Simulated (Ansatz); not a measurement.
# F2H2SSi + NH3: a complex and its separated parts

Aim: how far the complex at one end of a reaction step lies below its separated, relaxed parts, level by level.

The runs use Ansatz 0.2.0, Gaussian basis; PBE0-D4/def2-TZVP structures, single points in def2-TZVPP, no counterpoise correction.

Levels: SPW92, PBE-D4, BLYP-D4, r2SCAN-D4, B97M-V, PBE0-D4, B3LYP-D4, r2SCAN0-D4, BHLYP-D4, CAM-B3LYP-D4, wB97X-V, wB97M-V, B2PLYP, PBE-QIDH, RPA on PBE, Hartree-Fock, MP2, CCSD, CCSD(T).

Cores are frozen in the correlated methods. B3LYP uses VWN-RPA correlation. B2PLYP carries no dispersion term here.

94 further runs of the same task are left out: 94 set aside as unsound or not needed. Runs told in other sessions of the task aren't counted.

### 1 The system as given

The complex: 10 atoms, charge 0, spin multiplicity 1.

Atoms are counted from 1 here; the program's logs count them from 0.

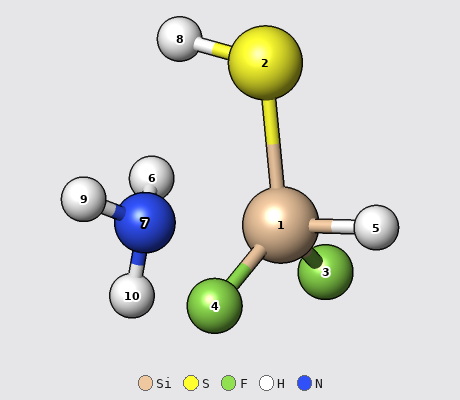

Start geometry, drawn with silicon light orange, sulfur yellow, fluorine green, hydrogen white, nitrogen blue; atoms are numbered from 1 in the order of the file.

Geometry (Å):

| atom | x (Å) | y (Å) | z (Å) |
| --- | --- | --- | --- |
| Si1 | -0.8161 | 0.4851 | -0.4060 |
| S2 | 0.2015 | 1.9125 | 0.8386 |
| F3 | -1.7883 | -0.6425 | 0.2182 |
| F4 | -0.2866 | 0.1220 | -1.8872 |
| H5 | -1.8516 | 1.4845 | -0.7818 |
| H6 | 0.6605 | -1.1462 | 1.1129 |
| N7 | 0.6507 | -0.9530 | 0.1177 |
| H8 | 1.2443 | 1.2258 | 1.3345 |
| H9 | 1.5802 | -0.6779 | -0.1795 |
| H10 | 0.4056 | -1.8103 | -0.3674 |

Its parts: F2H2SSi holds atoms 1, 2, 3, 4, 5, 8; NH3 holds atoms 6, 7, 9, 10. Each part counts its atoms afresh in its own runs.

### 2 Relaxing F2H2SSi alone

relax-a/in.yaml reads:

```yaml
crystal:
  periodic: [false, false, false]
  atoms:
    - {symbol: Si, position_ang: [-0.816133, 0.485056, -0.405976]}
    - {symbol: S, position_ang: [0.201465, 1.912550, 0.838597]}
    - {symbol: F, position_ang: [-1.788277, -0.642530, 0.218200]}
    - {symbol: F, position_ang: [-0.286621, 0.122019, -1.887200]}
    - {symbol: H, position_ang: [-1.851610, 1.484545, -0.781789]}
    - {symbol: H, position_ang: [1.244284, 1.225773, 1.334550]}
basis:
  gaussian: {orbitals: def2-TZVP}
hamiltonian: {xc: pbe0, dispersion: d4}
relax: {f_tol: 0.005, max_steps: 200}
```

Started as:

```
$ ansatz run in.yaml --threads 8 --pin off --events-out ev --progress --plain --max-ram 19148MiB
```

What it wrote (excerpt; [...] marks lines left out):

```text
Functional definition: PBE0
  name "PBE0"
  cite "Adamo & Barone, J. Chem. Phys. 110, 6158 (1999) doi:10.1063/1.478522"
  cite "Perdew, Burke & Ernzerhof, Phys. Rev. Lett. 77, 3865 (1996) doi:10.1103/PhysRevLett.77.3865"
  parent pbe
[...]
939 factors; their error is unknown
[...]
mean field -24173.78635288 eV, -888.3702628874 hartree, gradient 4.3e-5 eV, S^2 0.000000; 0 other end points of the search recorded, 0 dependent functions left out
[...]
reference -24173.78637702 eV, -888.3702637747 hartree; 25, 25 occupied and 123, 123 virtual orbitals, 939 factors
[...]
reference -24174.61453911 eV, -888.4006981701 hartree; 25, 25 occupied and 123, 123 virtual orbitals, 939 factors
Total energy: -24174.72043357 eV, -888.4045897195 hartree
Atom 0 at    -0.948232     0.704843    -0.420229 Å, force    -0.000833     0.000728    -0.000324 eV/Å
Atom 1 at     0.221156     1.906710     0.850833 Å, force     0.001097    -0.000660     0.000540 eV/Å
Atom 2 at    -1.495699    -0.574657     0.337998 Å, force     0.000278    -0.000088    -0.000385 eV/Å
Atom 3 at    -0.092360     0.139455    -1.628354 Å, force    -0.000190    -0.000330     0.000296 eV/Å
Atom 4 at    -2.074638     1.495562    -0.936967 Å, force     0.000095    -0.000423    -0.000083 eV/Å
Atom 5 at     1.092882     0.915500     1.113100 Å, force    -0.000448     0.000774    -0.000045 eV/Å
Dipole moment:     0.040507     0.131190     0.076567 e Å
```

Run time: 5.5 s. Hardware: 8 threads of Intel Xeon 6975P-C, shared host.

Relaxation path:

| step | energy from step 1 (eV) | largest force component (eV/Å) |
| --- | --- | --- |
| 1 | 0.0000 | 2.5487 |
| 2 | -0.5426 | 1.5717 |
| 3 | -0.7219 | 1.1528 |
| 4 | -0.8243 | 0.2053 |
| 5 | -0.8310 | 0.0435 |
| 6 | -0.8313 | 0.0301 |
| 7 | -0.8314 | 0.0097 |
| 8 | -0.8314 | 0.0011 |

Distances of close pairs at the start and the end, largest changes first:

| bond | before (Å) | after (Å) | change (Å) |
| --- | --- | --- | --- |
| Si1–S2 | 2.150 | 2.104 | -0.046 |
| Si1–F4 | 1.614 | 1.585 | -0.030 |
| Si1–F3 | 1.614 | 1.585 | -0.029 |
| Si1–H5 | 1.487 | 1.470 | -0.017 |
| S2–H6 | 1.344 | 1.346 | +0.002 |

### 3 Relaxing NH3 alone

relax-b/in.yaml reads:

```yaml
crystal:
  periodic: [false, false, false]
  atoms:
    - {symbol: H, position_ang: [0.660483, -1.146235, 1.112942]}
    - {symbol: N, position_ang: [0.650730, -0.953000, 0.117690]}
    - {symbol: H, position_ang: [1.580223, -0.677910, -0.179527]}
    - {symbol: H, position_ang: [0.405556, -1.810266, -0.367388]}
basis:
  gaussian: {orbitals: def2-TZVP}
hamiltonian: {xc: pbe0, dispersion: d4}
relax: {f_tol: 0.005, max_steps: 200}
```

Started as:

```
$ ansatz run in.yaml --threads 8 --pin off --events-out ev --progress --plain --max-ram 19148MiB
```

What it wrote (excerpt; [...] marks lines left out):

```text
[... 5 set-up lines as earlier in the session ...]
[...]
287 factors; their error is unknown
[...]
mean field -1537.79520665 eV, -56.5129314893 hartree, gradient 4.4e-6 eV, S^2 0.000000; 0 other end points of the search recorded, 0 dependent functions left out
[...]
Total energy: -1537.80844357 eV, -56.5134179370 hartree
Atom 0 at     0.670650    -1.147919     1.103315 Å, force     0.000012    -0.000002    -0.000094 eV/Å
Atom 1 at     0.638095    -0.943616     0.112102 Å, force     0.000043     0.000064     0.000053 eV/Å
Atom 2 at     1.576259    -0.686795    -0.169309 Å, force    -0.000076    -0.000047     0.000030 eV/Å
Atom 3 at     0.411987    -1.809081    -0.362391 Å, force     0.000022    -0.000015     0.000010 eV/Å
Dipole moment:     0.232923    -0.254300     0.073607 e Å
```

Run time: 0.5 s. Hardware: 8 threads of Intel Xeon 6975P-C, shared host.

The steps of the relaxation:

| step | energy from step 1 (eV) | largest force component (eV/Å) |
| --- | --- | --- |
| 1 | 0.0000 | 0.1479 |
| 2 | -0.0032 | 0.1071 |
| 3 | -0.0041 | 0.0292 |
| 4 | -0.0041 | 0.0069 |
| 5 | -0.0041 | 0.0001 |

Distances of close pairs at the start and the end, largest changes first:

| bond | before (Å) | after (Å) | change (Å) |
| --- | --- | --- | --- |
| N2–H4 | 1.015 | 1.013 | -0.002 |
| N2–H3 | 1.014 | 1.013 | -0.001 |
| H1–N2 | 1.014 | 1.013 | -0.001 |

### 4 SPW92/def2-TZVPP

parta/in.yaml reads:

```yaml
crystal:
  periodic: [false, false, false]
  atoms:
    - {symbol: Si, position_ang: [-0.948232, 0.704843, -0.420229]}
    - {symbol: S, position_ang: [0.221156, 1.906710, 0.850833]}
    - {symbol: F, position_ang: [-1.495699, -0.574657, 0.337998]}
    - {symbol: F, position_ang: [-0.092360, 0.139455, -1.628354]}
    - {symbol: H, position_ang: [-2.074638, 1.495562, -0.936967]}
    - {symbol: H, position_ang: [1.092882, 0.915500, 1.113100]}
basis:
  gaussian: {orbitals: def2-TZVPP}
hamiltonian: {xc: lda}
```

partb/in.yaml reads:

```yaml
crystal:
  periodic: [false, false, false]
  atoms:
    - {symbol: H, position_ang: [0.670650, -1.147919, 1.103315]}
    - {symbol: N, position_ang: [0.638095, -0.943616, 0.112102]}
    - {symbol: H, position_ang: [1.576259, -0.686795, -0.169309]}
    - {symbol: H, position_ang: [0.411987, -1.809081, -0.362391]}
basis:
  gaussian: {orbitals: def2-TZVPP}
hamiltonian: {xc: lda}
```

The same command starts each run, in its folder.

Started as:

```
$ ansatz run in.yaml --threads 8 --pin off --events-out ev --progress --plain --max-ram 19148MiB
```

parta printed (excerpt; [...] marks lines left out):

```text
Functional definition: SPW92
  name "SPW92"
  cite "Dirac, Proc. Camb. Phil. Soc. 26, 376 (1930) doi:10.1017/S0305004100016108"
  cite "Slater, Phys. Rev. 81, 385 (1951) doi:10.1103/PhysRev.81.385"
  cite "Perdew & Wang, Phys. Rev. B 45, 13244 (1992) doi:10.1103/PhysRevB.45.13244"
[...]
1002 factors; their error is unknown
[...]
mean field -24083.38182069 eV, -885.0479576078 hartree, gradient 3.3e-5 eV, S^2 0.000000; 0 other end points of the search recorded, 0 dependent functions left out
reference -24083.38185120 eV, -885.0479587292 hartree; 25, 25 occupied and 149, 149 virtual orbitals, 1002 factors
Total energy: -24083.38185120 eV, -885.0479587292 hartree
```

Output in partb (excerpt; [...] marks lines left out):

```text
[... 5 set-up lines as earlier in the session ...]
[...]
332 factors; their error is unknown
[...]
mean field -1526.58938586 eV, -56.1011251709 hartree, gradient 8.6e-5 eV, S^2 0.000000; 0 other end points of the search recorded, 0 dependent functions left out
reference -1526.58940526 eV, -56.1011258839 hartree; 5, 5 occupied and 68, 68 virtual orbitals, 332 factors
Total energy: -1526.58940526 eV, -56.1011258839 hartree
```

They took 0.3 s (parta), 0.15 s (partb) on 8 threads of Intel Xeon 6975P-C, shared host.

### 5 PBE-D4/def2-TZVPP

Each input of step 4 (parta, partb) changes in the same lines:

```diff
-hamiltonian: {xc: lda}
+hamiltonian: {xc: pbe, dispersion: d4}
```

One command serves all of them, each in its own folder.

Started as:

```
$ ansatz run in.yaml --threads 8 --pin off --events-out ev --progress --plain --max-ram 19148MiB
```

Output in parta (excerpt; [...] marks lines left out):

```text
Functional definition: PBE
  name "PBE"
[... 2 set-up lines as earlier in the session ...]
[...]
1002 factors; their error is unknown
[...]
mean field -24172.95668589 eV, -888.3397731880 hartree, gradient 7.9e-5 eV, S^2 0.000000; 0 other end points of the search recorded, 0 dependent functions left out
reference -24172.95671878 eV, -888.3397743966 hartree; 25, 25 occupied and 149, 149 virtual orbitals, 1002 factors
Total energy: -24173.08333387 eV, -888.3444274152 hartree
```

Log of partb (excerpt; [...] marks lines left out):

```text
[... 4 set-up lines as earlier in the session ...]
[...]
332 factors; their error is unknown
[...]
mean field -1537.73152848 eV, -56.5105913599 hartree, gradient 6.0e-5 eV, S^2 0.000000; 0 other end points of the search recorded, 0 dependent functions left out
reference -1537.73154883 eV, -56.5105921076 hartree; 5, 5 occupied and 68, 68 virtual orbitals, 332 factors
Total energy: -1537.74292677 eV, -56.5110102393 hartree
```

Times: 0.45 s (parta), 0.15 s (partb) on 8 threads of Intel Xeon 6975P-C, shared host.

### 6 BLYP-D4/def2-TZVPP

The same edit goes into each in.yaml of step 5 (parta, partb):

```diff
-hamiltonian: {xc: pbe, dispersion: d4}
+hamiltonian: {xc: {name: BLYP}, dispersion: d4}
```

One command serves all of them, each in its own folder.

Started as:

```
$ ansatz run in.yaml --threads 8 --pin off --events-out ev --progress --plain --max-ram 19148MiB
```

Output in parta (excerpt; [...] marks lines left out):

```text
Functional definition: BLYP
  name "BLYP"
  cite "Becke, Phys. Rev. A 38, 3098 (1988) doi:10.1103/PhysRevA.38.3098"
  cite "Lee, Yang & Parr, Phys. Rev. B 37, 785 (1988) doi:10.1103/PhysRevB.37.785"
[...]
1002 factors; their error is unknown
[...]
mean field -24186.37580248 eV, -888.8329166267 hartree, gradient 3.4e-5 eV, S^2 0.000000; 0 other end points of the search recorded, 0 dependent functions left out
reference -24186.37609617 eV, -888.8329274196 hartree; 25, 25 occupied and 149, 149 virtual orbitals, 1002 factors
Total energy: -24186.65777885 eV, -888.8432790672 hartree
```

partb printed (excerpt; [...] marks lines left out):

```text
[... 4 set-up lines as earlier in the session ...]
[...]
332 factors; their error is unknown
[...]
mean field -1539.10791745 eV, -56.5611727214 hartree, gradient 5.7e-5 eV, S^2 0.000000; 0 other end points of the search recorded, 0 dependent functions left out
reference -1539.10810302 eV, -56.5611795412 hartree; 5, 5 occupied and 68, 68 virtual orbitals, 332 factors
Total energy: -1539.13555235 eV, -56.5621882854 hartree
```

Wall times: 0.45 s (parta), 0.15 s (partb) on 8 threads of Intel Xeon 6975P-C, shared host.

### 7 r2SCAN-D4/def2-TZVPP

The same edit goes into each in.yaml of step 6 (parta, partb):

```diff
-hamiltonian: {xc: {name: BLYP}, dispersion: d4}
+hamiltonian: {xc: r2scan, dispersion: d4}
```

The same command starts each run, in its folder.

Started as:

```
$ ansatz run in.yaml --threads 8 --pin off --events-out ev --progress --plain --max-ram 19148MiB
```

Log of parta (excerpt; [...] marks lines left out):

```text
Functional definition: r2SCAN
  name "r2SCAN"
  cite "Furness, Kaplan, Ning, Perdew & Sun, J. Phys. Chem. Lett. 11, 8208 (2020) doi:10.1021/acs.jpclett.0c02405"
  cite "Furness, Kaplan, Ning, Perdew & Sun, J. Phys. Chem. Lett. 11, 9248 (2020) doi:10.1021/acs.jpclett.0c03077"
  parent r2scan
[...]
1002 factors; their error is unknown
[...]
mean field -24183.35784634 eV, -888.7220087844 hartree, gradient 7.0e-5 eV, S^2 0.000000; 0 other end points of the search recorded, 0 dependent functions left out
reference -24183.35785559 eV, -888.7220091242 hartree; 25, 25 occupied and 149, 149 virtual orbitals, 1002 factors
Total energy: -24183.38590229 eV, -888.7230398216 hartree
```

Log of partb (excerpt; [...] marks lines left out):

```text
[... 5 set-up lines as earlier in the session ...]
[...]
332 factors; their error is unknown
[...]
mean field -1538.76470325 eV, -56.5485598324 hartree, gradient 3.2e-5 eV, S^2 0.000000; 0 other end points of the search recorded, 0 dependent functions left out
reference -1538.76470971 eV, -56.5485600697 hartree; 5, 5 occupied and 68, 68 virtual orbitals, 332 factors
Total energy: -1538.76742266 eV, -56.5486597689 hartree
```

They took 0.75 s (parta), 0.3 s (partb) on 8 threads of Intel Xeon 6975P-C, shared host.

### 8 B97M-V/def2-TZVPP

The same edit goes into each in.yaml of step 7 (parta, partb):

```diff
-hamiltonian: {xc: r2scan, dispersion: d4}
+hamiltonian: {xc: {name: B97M-V}}
```

The same command starts each run, in its folder.

Started as:

```
$ ansatz run in.yaml --threads 8 --pin off --events-out ev --progress --plain --max-ram 19148MiB
```

Log of parta (excerpt; [...] marks lines left out):

```text
Functional definition: B97M-V
  name "B97M-V"
  cite "Mardirossian & Head-Gordon, J. Chem. Phys. 142, 074111 (2015) doi:10.1063/1.4907719"
  cite "Becke, J. Chem. Phys. 107, 8554 (1997) doi:10.1063/1.475007"
  cite "Vydrov & Van Voorhis, J. Chem. Phys. 133, 244103 (2010) doi:10.1063/1.3521275"
  # Of w^i u^j: cxij and so on, Table III.
[...]
  gx(w, u) = cx00 + cx01*u + cx02*u^2 + (cx10 + cx11*u)*w
[...]
  gos(w, u) = cos00 + cos01*u + cos03*u^3 + cos10*w + cos32*w^3*u^2
[...]
      + integral(e_c_pw_mod_opposite_spin*gos(b97_w_opposite, b97_u_opposite)) + vv10(b, c)
1002 factors; their error is unknown
[...]
mean field -24180.24471333 eV, -888.6076032564 hartree, gradient 5.3e-5 eV, S^2 0.000000; 0 other end points of the search recorded, 0 dependent functions left out
reference -24180.24476159 eV, -888.6076050299 hartree; 25, 25 occupied and 149, 149 virtual orbitals, 1002 factors
Total energy: -24180.24476159 eV, -888.6076050299 hartree
```

partb printed (excerpt; [...] marks lines left out):

```text
[... 5 set-up lines as earlier in the session ...]
  # Of w^i u^j: cxij and so on, Table III.
[...]
  gx(w, u) = cx00 + cx01*u + cx02*u^2 + (cx10 + cx11*u)*w
[...]
  gos(w, u) = cos00 + cos01*u + cos03*u^3 + cos10*w + cos32*w^3*u^2
[...]
      + integral(e_c_pw_mod_opposite_spin*gos(b97_w_opposite, b97_u_opposite)) + vv10(b, c)
332 factors; their error is unknown
[...]
mean field -1539.38743915 eV, -56.5714449546 hartree, gradient 4.5e-5 eV, S^2 0.000000; 0 other end points of the search recorded, 0 dependent functions left out
reference -1539.38747198 eV, -56.5714461609 hartree; 5, 5 occupied and 68, 68 virtual orbitals, 332 factors
Total energy: -1539.38747198 eV, -56.5714461609 hartree
```

Times: 1.2 s (parta), 0.25 s (partb) on 8 threads of Intel Xeon 6975P-C, shared host.

### 9 PBE0-D4/def2-TZVPP

The same edit goes into each in.yaml of step 8 (parta, partb):

```diff
-hamiltonian: {xc: {name: B97M-V}}
+hamiltonian: {xc: pbe0, dispersion: d4}
+output: {orbitals: {seedname: orbitals}}
```

The same command starts each run, in its folder.

Started as:

```
$ ansatz run in.yaml --threads 8 --pin off --events-out ev --progress --plain --max-ram 19148MiB
```

parta printed (excerpt; [...] marks lines left out):

```text
[... 5 set-up lines as earlier in the session ...]
[...]
1036 factors; their error is unknown
[...]
mean field -24174.64080776 eV, -888.4016635251 hartree, gradient 6.0e-5 eV, S^2 0.000000; 0 other end points of the search recorded, 0 dependent functions left out
reference -24174.64083182 eV, -888.4016644095 hartree; 25, 25 occupied and 149, 149 virtual orbitals, 1036 factors
Total energy: -24174.74672627 eV, -888.4055559587 hartree
```

partb printed (excerpt; [...] marks lines left out):

```text
[... 5 set-up lines as earlier in the session ...]
[...]
332 factors; their error is unknown
[...]
mean field -1537.87184147 eV, -56.5157477671 hartree, gradient 1.1e-5 eV, S^2 0.000000; 0 other end points of the search recorded, 0 dependent functions left out
reference -1537.87185739 eV, -56.5157483520 hartree; 5, 5 occupied and 68, 68 virtual orbitals, 332 factors
Total energy: -1537.88097315 eV, -56.5160833501 hartree
```

Times: 0.7 s (parta), 0.15 s (partb) on 8 threads of Intel Xeon 6975P-C, shared host.

### 10 B3LYP-D4/def2-TZVPP

The same edit goes into each in.yaml of step 9 (parta, partb):

```diff
-hamiltonian: {xc: pbe0, dispersion: d4}
-output: {orbitals: {seedname: orbitals}}
+hamiltonian: {xc: {name: B3LYP}, dispersion: d4}
```

One command serves all of them, each in its own folder.

Started as:

```
$ ansatz run in.yaml --threads 8 --pin off --events-out ev --progress --plain --max-ram 19148MiB
```

parta printed (excerpt; [...] marks lines left out):

```text
Functional definition: B3LYP
  name "B3LYP"
  cite "Stephens, Devlin, Chabalowski & Frisch, J. Phys. Chem. 98, 11623 (1994) doi:10.1021/j100096a001"
[... 2 set-up lines as earlier in the session ...]
  cite "Vosko, Wilk & Nusair, Can. J. Phys. 58, 1200 (1980) doi:10.1139/p80-159"
[...]
1017 factors; their error is unknown
[...]
mean field -24188.01301986 eV, -888.8930832558 hartree, gradient 5.3e-5 eV, S^2 0.000000; 0 other end points of the search recorded, 0 dependent functions left out
reference -24188.01323603 eV, -888.8930911999 hartree; 25, 25 occupied and 149, 149 virtual orbitals, 1017 factors
Total energy: -24188.22084635 eV, -888.9007207385 hartree
```

Log of partb (excerpt; [...] marks lines left out):

```text
[... 6 set-up lines as earlier in the session ...]
[...]
332 factors; their error is unknown
[...]
mean field -1539.85469697 eV, -56.5886163628 hartree, gradient 1.4e-5 eV, S^2 0.000000; 0 other end points of the search recorded, 0 dependent functions left out
reference -1539.85483659 eV, -56.5886214936 hartree; 5, 5 occupied and 68, 68 virtual orbitals, 332 factors
Total energy: -1539.87289742 eV, -56.5892852168 hartree
```

Times: 0.65 s (parta), 0.15 s (partb) on 8 threads of Intel Xeon 6975P-C, shared host.

### 11 r2SCAN0-D4/def2-TZVPP

The same edit goes into each in.yaml of step 10 (parta, partb):

```diff
-hamiltonian: {xc: {name: B3LYP}, dispersion: d4}
+hamiltonian: {xc: {name: r2SCAN0}, dispersion: d4}
```

The same command starts each run, in its folder.

Started as:

```
$ ansatz run in.yaml --threads 8 --pin off --events-out ev --progress --plain --max-ram 19148MiB
```

Log of parta (excerpt; [...] marks lines left out):

```text
Functional definition: r2SCAN0
  name "r2SCAN0"
  cite "Bursch, Neugebauer, Ehlert & Grimme, J. Chem. Phys. 156, 134105 (2022) doi:10.1063/5.0086040"
[... 3 set-up lines as earlier in the session ...]
[...]
1036 factors; their error is unknown
[...]
mean field -24182.42083839 eV, -888.6875743774 hartree, gradient 6.2e-5 eV, S^2 0.000000; 0 other end points of the search recorded, 0 dependent functions left out
reference -24182.42084565 eV, -888.6875746439 hartree; 25, 25 occupied and 149, 149 virtual orbitals, 1036 factors
Total energy: -24182.45454059 eV, -888.6888129103 hartree
```

Output in partb (excerpt; [...] marks lines left out):

```text
[... 6 set-up lines as earlier in the session ...]
[...]
332 factors; their error is unknown
[...]
mean field -1538.56924642 eV, -56.5413769263 hartree, gradient 3.8e-5 eV, S^2 0.000000; 0 other end points of the search recorded, 0 dependent functions left out
reference -1538.56925151 eV, -56.5413771132 hartree; 5, 5 occupied and 68, 68 virtual orbitals, 332 factors
Total energy: -1538.57225282 eV, -56.5414874096 hartree
```

Wall times: 1 s (parta), 0.25 s (partb) on 8 threads of Intel Xeon 6975P-C, shared host.

### 12 BHLYP-D4/def2-TZVPP

Each input of step 11 (parta, partb) changes in the same lines:

```diff
-hamiltonian: {xc: {name: r2SCAN0}, dispersion: d4}
+hamiltonian: {xc: {name: BHLYP}, dispersion: d4}
```

Each run has its own folder and the same command.

Started as:

```
$ ansatz run in.yaml --threads 8 --pin off --events-out ev --progress --plain --max-ram 19148MiB
```

parta printed (excerpt; [...] marks lines left out):

```text
Functional definition: BHLYP
  name "BHLYP"
  cite "Becke, J. Chem. Phys. 98, 1372 (1993) doi:10.1063/1.464304"
[... 2 set-up lines as earlier in the session ...]
[...]
1113 factors; their error is unknown
[...]
mean field -24185.07187610 eV, -888.7849982163 hartree, gradient 6.1e-5 eV, S^2 0.000000; 0 other end points of the search recorded, 0 dependent functions left out
reference -24185.07202120 eV, -888.7850035484 hartree; 25, 25 occupied and 149, 149 virtual orbitals, 1113 factors
Total energy: -24185.23810921 eV, -888.7911071704 hartree
```

Output in partb (excerpt; [...] marks lines left out):

```text
[... 5 set-up lines as earlier in the session ...]
[...]
346 factors; their error is unknown
[...]
mean field -1538.73562495 eV, -56.5474912243 hartree, gradient 7.6e-5 eV, S^2 0.000000; 0 other end points of the search recorded, 0 dependent functions left out
reference -1538.73572159 eV, -56.5474947760 hartree; 5, 5 occupied and 68, 68 virtual orbitals, 346 factors
Total energy: -1538.74642175 eV, -56.5478879994 hartree
```

Wall times: 0.55 s (parta), 0.15 s (partb) on 8 threads of Intel Xeon 6975P-C, shared host.

(Part 1 of 2 ends here.)
